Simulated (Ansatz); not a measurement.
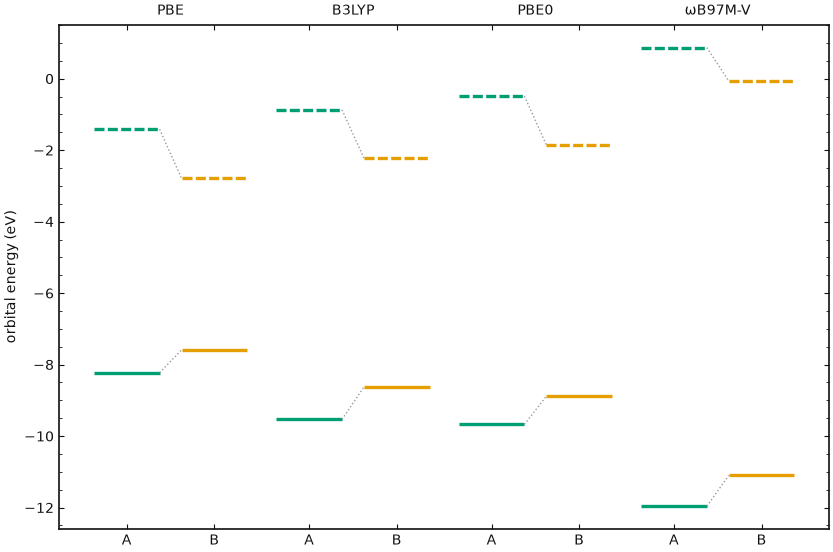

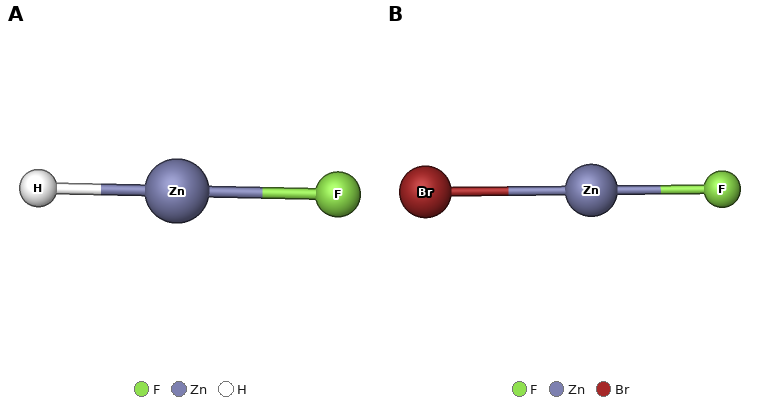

One change: A, ZnHF (SMILES [F][ZnH]), becomes B, ZnBrF (SMILES [F][Zn][Br]). H on Zn is replaced by Br. HOMO (solid) and LUMO (dashed) computed in def2-TZVPP at PBE0-D4/def2-TZVP geometries, both minima by their frequencies, gas phase, the Ansatz code 0.2.0. Empty levels above zero depend strongly on the basis.

**What does the change do to HOMO and LUMO?**

PBE: the HOMO rises by 0.64 eV, the LUMO falls by 1.37 eV, and the separation goes from 6.81 to 4.80 eV. B3LYP: the HOMO rises by 0.91 eV, the LUMO falls by 1.35 eV, and the separation goes from 8.66 to 6.41 eV. PBE0: the HOMO rises by 0.79 eV, the LUMO falls by 1.36 eV, and the separation goes from 9.18 to 7.03 eV. ωB97M-V: the HOMO rises by 0.86 eV, the LUMO falls by 0.94 eV, and the separation goes from 12.83 to 11.03 eV.

**Do the functionals agree on the effect?**

They agree on the direction for both levels; the HOMO shift lies between 0.64 and 0.91 eV and the LUMO shift between −1.37 and −0.94 eV, while the separations themselves differ by up to 6.2 eV between functionals.
